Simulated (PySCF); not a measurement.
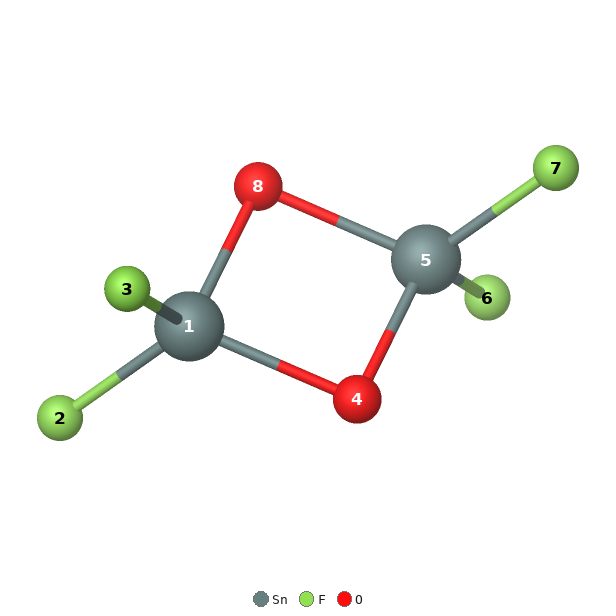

Numbered structure. The geometry was computed by an optimisation with PBE0-D3(BJ)/def2-SVP. No frequency run is at hand to confirm it as a minimum.

List the bonds and their lengths.

| bond | length (Å) |
| --- | --- |
| Sn1–F2 | 1.908 |
| Sn1–F3 | 1.908 |
| Sn1–O4 | 1.997 |
| Sn1–O8 | 1.996 |
| O4–Sn5 | 1.996 |
| Sn5–F6 | 1.908 |
| Sn5–F7 | 1.908 |
| Sn5–O8 | 1.997 |
